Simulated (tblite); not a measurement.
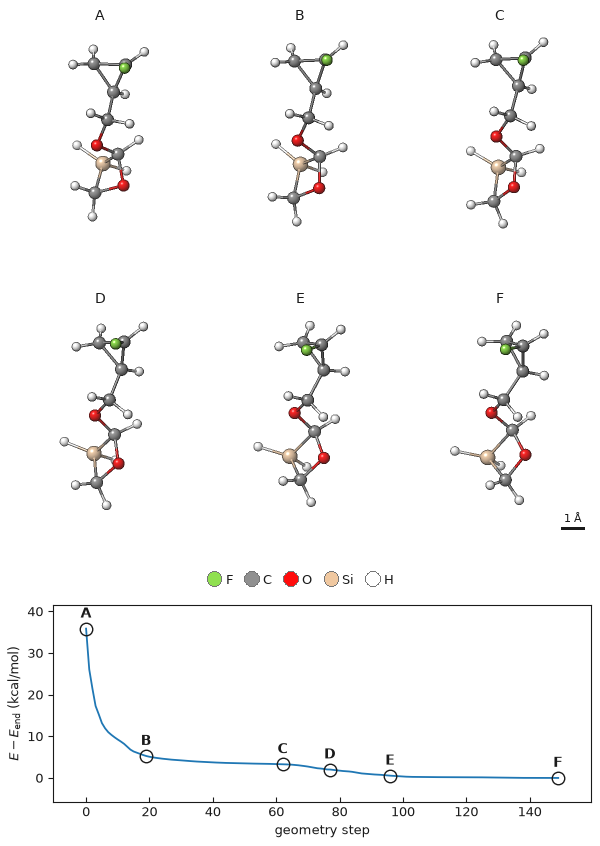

Frames of a relaxation of C6H11FO2Si, marked on the history of the run. A ball-and-stick model, seen from a free direction.

Level of theory: GFN2-xTB geometry optimisation, gas phase (tblite 0.8.0). 

What happens along the run?

Answer. The atom that moves furthest after the best rigid fit is an H atom (1.47 Å). By element the largest moves are H 1.47 Å, O 1.09 Å, F 0.88 Å, Si 0.82 Å, C 0.74 Å. Near-neighbour distances that change, for instance: C–Si 1.848 → 1.923 Å, C–H 1.129 → 1.079 Å, C–O 1.373 → 1.419 Å, C–F 1.408 → 1.365 Å. Bond angles that change, for instance: Si–C–H 110.7° → 125.0°, O–C–Si 117.3° → 105.7°, C–O–C 91.0° → 102.4°. Groups turn about C–O by about 70°, C–C by about 30°, C–O by about 30°. After 149 geometry steps the energy has fallen by 35.9 kcal/mol. From step 0 to 19: an H atom moves most (0.51 Å), energy −30.6 kcal/mol. From step 19 to 62: an H atom moves most (0.41 Å), energy −1.98 kcal/mol. From step 62 to 77: an H atom moves most (0.60 Å), energy −1.26 kcal/mol. From step 77 to 96: an H atom moves most (0.52 Å), energy −1.48 kcal/mol. From step 96 to 149: an H atom moves most (0.36 Å), energy −0.55 kcal/mol.

```csv
step,"E − E(0), kcal/mol"
0,0.00
1,-9.80
2,-14.38
3,-18.58
4,-20.58
5,-22.69
6,-23.94
7,-24.87
8,-25.52
9,-26.10
10,-26.64
17,-30.08
25,-31.32
32,-31.75
39,-32.10
47,-32.32
54,-32.43
61,-32.56
69,-33.02
76,-33.82
83,-34.31
90,-34.97
98,-35.42
105,-35.63
112,-35.67
120,-35.68
127,-35.74
134,-35.82
142,-35.86
149,-35.86
```
